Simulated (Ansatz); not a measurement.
**BNH6 (SMILES [BH3-][NH3+]) at 4 levels**

Wanted: a comparison of 4 runs (UHF/STO-3G, CAM-B3LYP/STO-3G, UB3LYP/STO-3G, CCSDT/STO-3G) of BNH6. 

Program for the calculation: Ansatz 0.2.0.

48 further runs of the same task are left out: 2 that didn't finish, 46 set aside as unsound or not needed.

### 1 The molecule

BNH6 has 8 atoms, charge 0, and is taken as a singlet. SMILES: `[BH3-][NH3+]`. The H5–B1 distance was set to 1.515 Å, away from the relaxed value.

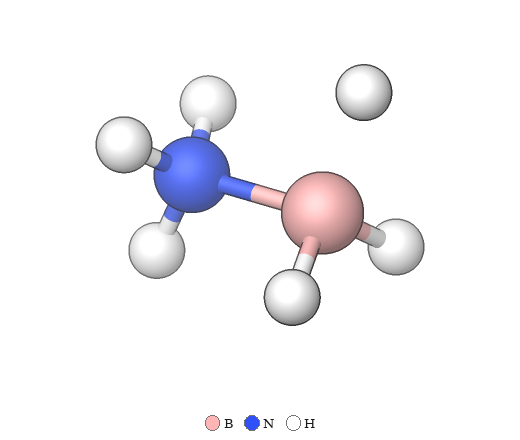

The structure, seen from a chosen angle (boron pink, nitrogen blue, hydrogen white).

### 2 The energy at UHF/STO-3G (run 1)

The input, job.yaml:

```yaml
crystal:
  periodic: [false, false, false]
  atoms:
    - {symbol: B, position_ang: [-0.390225, 0.031850, -0.709650]}
    - {symbol: N, position_ang: [0.007575, -0.474050, 0.797450]}
    - {symbol: H, position_ang: [-0.277125, -0.947350, -1.415250]}
    - {symbol: H, position_ang: [-1.531525, 0.430750, -0.621450]}
    - {symbol: H, position_ang: [0.604400, 1.126600, -1.038400]}
    - {symbol: H, position_ang: [-0.058125, 0.288050, 1.464450]}
    - {symbol: H, position_ang: [0.957675, -0.830250, 0.821050]}
    - {symbol: H, position_ang: [-0.612925, -1.215450, 1.106250]}
basis:
  gaussian: {orbitals: STO-3G}
magnetization: {spin_polarized: true, initial_magnetization: 0}
hamiltonian: {xc: hf}
accuracy: high
```

On the command line:

```sh
$ ansatz run job.yaml --threads 1 --pin off --max-ram 2610MiB --events-out events.jsonl --progress --plain --runs-dir runs
```

Log:

```text
Warning: RAYON_NUM_THREADS=1 ignored (pool sized by the plan → 1); use --threads N
Functional definition: HF
  name "HF"
  exchange = exact_x
  correlation = 0
276 factors; integrals over basis functions are off by at most 1.3e-8 eV
mean field evaluation 1: about -2217.9062 eV, gradient 1.0e1 eV
mean field evaluation 2: about -2217.9883 eV, gradient 1.0e1 eV
mean field evaluation 4: about -2218.9526 eV, gradient 8.3e-1 eV
mean field evaluation 8: about -2218.9575 eV, gradient 1.8e-6 eV
mean field -2218.95750610 eV, -81.5451842856 hartree, gradient 9.6e-9 eV, S^2 0.000000; 0 other end points of the search recorded, 0 dependent functions left out
reference -2218.95750610 eV, -81.5451842856 hartree; 9, 9 occupied and 7, 7 virtual orbitals, 276 factors
Total energy: -2218.95750610 eV, -81.5451842856 hartree
```

It took 0.1 s on 1 thread of Arm Neoverse V1, shared host.

### 3 The energy at CAM-B3LYP/STO-3G (run 2)

job.yaml, as its differences from that of step 2:

```diff
@@ -4,3 +4,3 @@
     - {symbol: B, position_ang: [-0.390225, 0.031850, -0.709650]}
-    - {symbol: N, position_ang: [0.007575, -0.474050, 0.797450]}
+    - {symbol: "N", position_ang: [0.007575, -0.474050, 0.797450]}
     - {symbol: H, position_ang: [-0.277125, -0.947350, -1.415250]}
@@ -13,4 +13,3 @@
   gaussian: {orbitals: STO-3G}
-magnetization: {spin_polarized: true, initial_magnetization: 0}
-hamiltonian: {xc: hf}
+hamiltonian: {xc: {name: CAM-B3LYP}}
 accuracy: high
```

On the command line:

```sh
$ ansatz run job.yaml --threads 1 --pin off --max-ram 2610MiB --events-out events.jsonl --progress --plain --runs-dir runs
```

Log:

```text
Warning: RAYON_NUM_THREADS=1 ignored (pool sized by the plan → 1); use --threads N
Functional definition: CAM-B3LYP
  name "CAM-B3LYP"
  parameter alpha = 0.19
  parameter beta = 0.46
  parameter omega = 0.33/bohr
  parameter ac = 0.81
  exchange = (1 - alpha - beta)*b88_x + beta*b88_x_sr(omega) + alpha*exact_x + beta*exact_x_lr(omega)
  correlation = (1 - ac)*vwn5_c + ac*lyp_c
276 factors; integrals over basis functions are off by at most 1.3e-8 eV
174 factors; integrals over basis functions are off by at most 7.4e-10 eV
mean field evaluation 1: about -2232.5769 eV, gradient 1.1e1 eV
mean field evaluation 2: about -2233.1188 eV, gradient 4.9e0 eV
mean field evaluation 4: about -2233.1864 eV, gradient 1.0e-1 eV
mean field evaluation 8: about -2233.1266 eV, gradient 2.1e-4 eV
mean field -2233.12655494 eV, -82.0658872266 hartree, gradient 2.6e-8 eV, S^2 0.000000; 0 other end points of the search recorded, 0 dependent functions left out
reference -2233.12656893 eV, -82.0658877408 hartree; 9, 9 occupied and 7, 7 virtual orbitals, 276 factors
Total energy: -2233.12656893 eV, -82.0658877408 hartree
```

Run time: 1.3 s. Hardware: 1 thread of Arm Neoverse V1, shared host; peak memory 0.097 GiB.

Run 3 isn't shown in full; the table further down has it.

### 4 The energy at CCSDT/STO-3G (run 4)

The input, in.yaml:

```yaml
crystal:
  periodic: [false, false, false]
  atoms:
    - {symbol: B, position_ang: [-0.390225, 0.031850, -0.709650]}
    - {symbol: "N", position_ang: [0.007575, -0.474050, 0.797450]}
    - {symbol: H, position_ang: [-0.277125, -0.947350, -1.415250]}
    - {symbol: H, position_ang: [-1.531525, 0.430750, -0.621450]}
    - {symbol: H, position_ang: [0.604400, 1.126600, -1.038400]}
    - {symbol: H, position_ang: [-0.058125, 0.288050, 1.464450]}
    - {symbol: H, position_ang: [0.957675, -0.830250, 0.821050]}
    - {symbol: H, position_ang: [-0.612925, -1.215450, 1.106250]}
basis:
  gaussian: {orbitals: STO-3G}
correlation: {method: ccsdt, frozen_orbitals: {B: 1, H: 0, "N": 1}}
scf: {omitted_lower_state_checks: [cluster_reference, increment]}
accuracy: high
```

On the command line:

```sh
$ ansatz run in.yaml --threads 1 --pin off --max-ram 2610MiB --events-out events.jsonl --progress --plain --runs-dir runs
```

Log, cut to the lines that bear on the results:

```text
Warning: RAYON_NUM_THREADS=1 ignored (pool sized by the plan → 1); use --threads N
[... 2 set-up lines as earlier in the session ...]
[...]
276 factors; integrals over basis functions are off by at most 1.3e-8 eV
[...]
mean field -2218.95750610 eV, -81.5451842856 hartree, gradient 1.4e-8 eV, S^2 0.000000; 0 other end points of the search recorded, 0 dependent functions left out
2 core orbitals not correlated: weight in the atoms' cores, before any rotation towards them, 1.000 or more for the frozen orbitals, at most 0.000 for the correlated occupied ones
reference -2218.95750610 eV, -81.5451842856 hartree; 7, 7 occupied and 7, 7 virtual orbitals, 276 factors
second order -2.90810176 eV of doubles, -0.00000000 eV of singles
cycle   1  -3.59317851 eV  change   -6.9e-1 eV  update   6.4e-2
[...]
cycle  19  -3.99122666 eV  change   5.8e-10 eV  update  3.4e-10
Total energy: -2222.94873276 eV, -81.6918591601 hartree
Checks for a lower state left out: cluster_reference, increment
```

Wall time 0.38 s (1 thread of Arm Neoverse V1, shared host).

### 5 Overview of the runs

```
run             level  frozen core orbitals  energy (Eh)  wall time
  1        UHF/STO-3G                     –   -81.545184      0.1 s
  2  CAM-B3LYP/STO-3G                     –   -82.065888      1.3 s
  3     UB3LYP/STO-3G                     –   -82.130956      1.9 s
  4      CCSDT/STO-3G                     2   -81.691859     0.38 s
```

### 6 Summary of results

| quantity | value |
| --- | --- |
| run 4: total energy | -81.69186 Eh |
| run 4: correlation energy (2 core orbitals frozen) | -146.7 mEh |
| run 4: T1 diagnostic | 0.005 |

What this shows: Totals of different functionals can't be ranked against each other. In runs 1, 2, 3, 4 the basis is minimal, so the values are rough. All runs together took 3.7 s, the longest 1.9 s.
